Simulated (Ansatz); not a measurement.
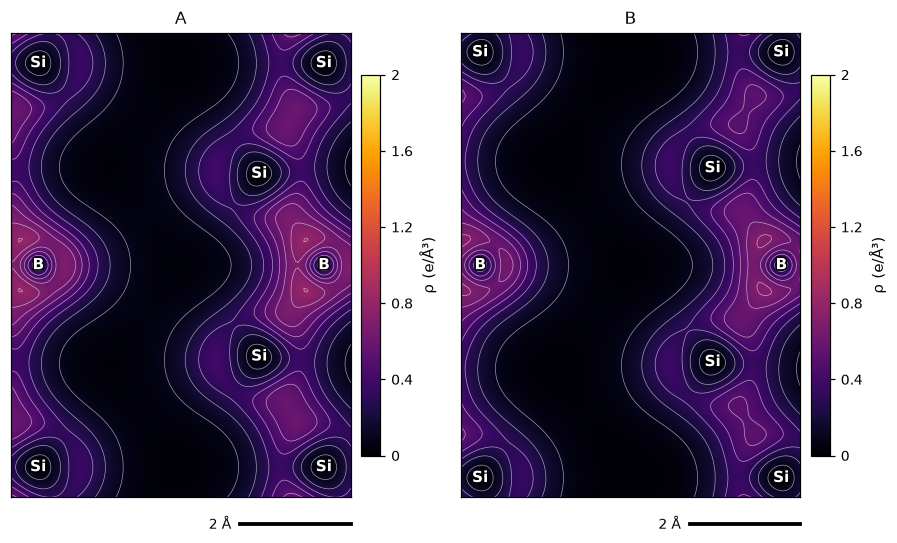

Si$_{7}$B. The valence electron density of two cells that differ in size, on the (011) plane of each (indices in the axes of the calculation cell), at one length scale and on one colour scale: B has 20.1 Å³ an atom and A 17.1.

These are results of Ansatz, DFT PBE, scalar-relativistic, plane waves, PAW, not measurements.

In a PAW calculation such maps are meaningful between the atoms, not at the nuclei.

The larger cell:

```cif
data_structure
_symmetry_space_group_name_H-M 'P 1'
_symmetry_Int_Tables_number 1
_cell_length_a 5.4339
_cell_length_b 5.4339
_cell_length_c 5.4339
_cell_angle_alpha 90.000
_cell_angle_beta 90.000
_cell_angle_gamma 90.000
_cell_volume 160.45
loop_
_atom_site_label
_atom_site_type_symbol
_atom_site_fract_x
_atom_site_fract_y
_atom_site_fract_z
_atom_site_occupancy
Si1 Si 0.22765 0.22765 0.22765 1
Si2 Si 0.00000 0.50000 0.50000 1
Si3 Si 0.50000 0.50000 0.00000 1
Si4 Si 0.50000 0.00000 0.50000 1
Si5 Si 0.77235 0.22765 0.77235 1
Si6 Si 0.77235 0.77235 0.22765 1
Si7 Si 0.22765 0.77235 0.77235 1
B1 B 0.00000 0.00000 0.00000 1
```

The smaller cell: a = 5.157 Å, b = 5.157 Å, c = 5.157 Å, α = 90.00°, β = 90.00°, γ = 90.00°.

> What changes from the larger cell to the smaller?

From the larger cell to the smaller, Si–Si goes from 2.43 to 2.31 Å, and the density at its midpoint from 0.5 to 0.59 e/Å³; Si–B goes from 2.14 to 2.02 Å, and the density at its midpoint from 0.59 to 0.68 e/Å³; the pressure goes from −8 to 7 GPa.
